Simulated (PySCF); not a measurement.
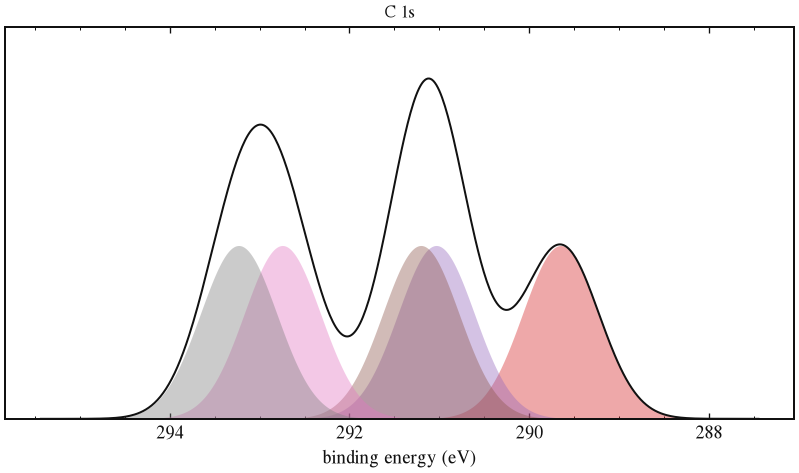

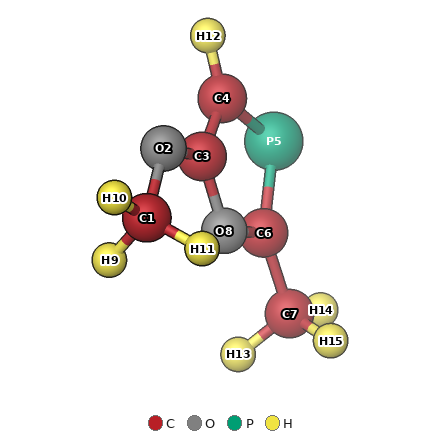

Simulated XPS of C₅H₇O₂P, SMILES COc1cpc(C)o1. Vertical core-electron binding energies by ΔSCF (SCAN, pcX-2 on the ionised atom, pcseg-1 elsewhere, spin-free X2C; PySCF 2.14.0, at a PBE0-D3(BJ)/def2-SVP geometry (no frequency check)), gas phase, against the vacuum level. One atom of each kind was ionised; within a panel, areas follow the number of like atoms, Gaussians of 1.0 eV full width. Only the regions named are shown. Lines closer than the width merge in the curve.

### Assign the components.

| level | atoms | binding energy (eV) |
| --- | --- | --- |
| C 1s | C3 | 293.2 |
| C 1s | C1 | 292.7 |
| C 1s | C6 | 291.2 |
| C 1s | C7 | 291.0 |
| C 1s | C4 | 289.6 |

### How large is the chemical shift across the C 1s region?

3.6 eV, from C4 at 289.6 eV to C3 at 293.2 eV.

Note: one conformer of a flexible molecule.
